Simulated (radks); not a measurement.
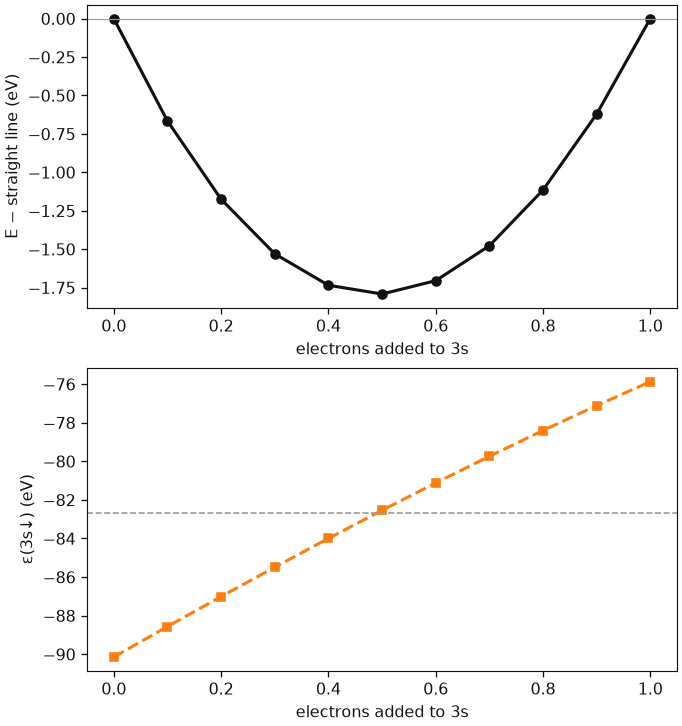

Computed with the in-house radial solver radks: non-relativistic Kohn-Sham, LDA (Slater exchange, Perdew-Wang correlation), spin-polarised, spherical densities, point nucleus. The occupation of the 3s shell is varied from Cr²⁺ ([Ne] 3s1 3p6 3d5 (high spin)) to Cr⁺ ([Ar] 3d5 (high spin)), with spherical fractional occupations. The plot shows the total energy less the straight line between the end points, and the eigenvalue of 3s↓ (the dashed line is minus the energy to take the whole electron out).

### Describe the curve.

The curve is convex (below the straight line), with the largest deviation among the points computed, −1.79 eV, at 0.5. The end points differ by 82.7 eV, the energy to take the electron out. The eigenvalue, which is the slope of the energy (Janak's theorem), moves from −90.1 eV at 0 to −75.9 eV at 1; for a straight line it would stay constant, and a parabola would sag by an eighth of this change, scaled to a whole electron, 1.78 eV. Convexity is the delocalisation error: fractional charges are too low in energy. The shell lies under occupied ones, so the straight line is a guide here rather than an exact condition.
